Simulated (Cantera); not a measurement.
Input: 1 mol CH₃Cl, 0.36 mol HCl, 2.3 mol H₂, 0.062 mol Si, held at 2527 °C.

Cantera equilibrium calculation (NASA polynomials, part measured and part estimated; ideal gas, pure solids and liquids). Candidate condensed phases: C, C₆H₆, C₇H₈, C₈H₁₈, Si, SiC; 109 gas species. The tables' values for SiCl, SiCl₃ are old estimates; treat these amounts as uncertain. Gases not in the tables: Si₂H₆ and higher silanes. The numbers say what is thermodynamically allowed, not how fast it happens.

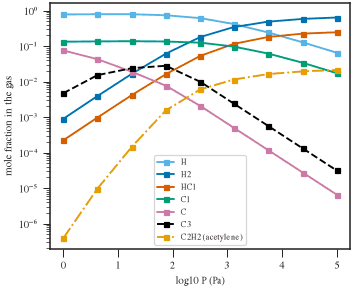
*Equilibrium gas composition (values under 1e-9 drawn at 1e-9)*

From 1.00 Pa to 75.0 Pa nothing is condensed. From 3.20 mbar to 1.00 bar the condensed part is C(graphite). The main Si-bearing gas is Si at 1.00 Pa and SiCl₂ at 1.00 bar.
